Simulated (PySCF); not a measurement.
Si(H)2(Me)(OH), SMILES [SiH2](O)C, singlet at its B3LYP/def2-SVP optimised geometry (Å):

```
9

Si    -0.7936    -0.2946     0.0000
C     -1.5196    -1.1615     1.5029
O      0.8810    -0.2946     0.0000
H     -1.1822     1.1411     0.0000
H     -1.3235    -0.9507    -1.2384
H     -1.2516    -2.2309     1.5276
H     -2.6208    -1.0946     1.4869
H     -1.1637    -0.6989     2.4377
H      1.3235    -1.1411    -0.1297
```

Calculation: B3LYP/def2-TZVP in PySCF. Cells within 0.4 Å of a nucleus heavier than hydrogen are left out (blank, or x).

Map of the Laplacian of the electron density (e/bohr⁵), clipped to [-1.50, 1.50] on the plane z = 1.5 Å:

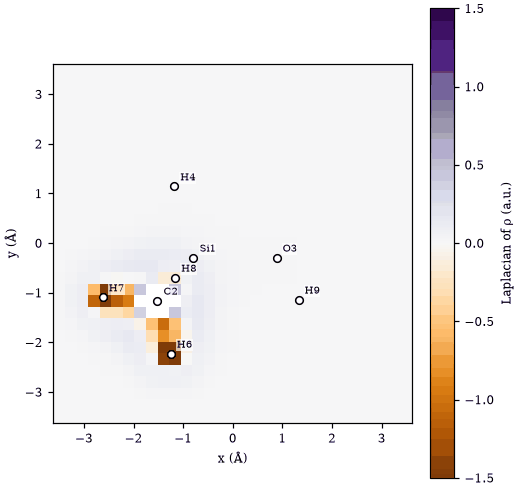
Figure. Laplacian of the electron density (e/bohr⁵), clipped to [-1.50, 1.50] on the plane z = 1.5 Å.
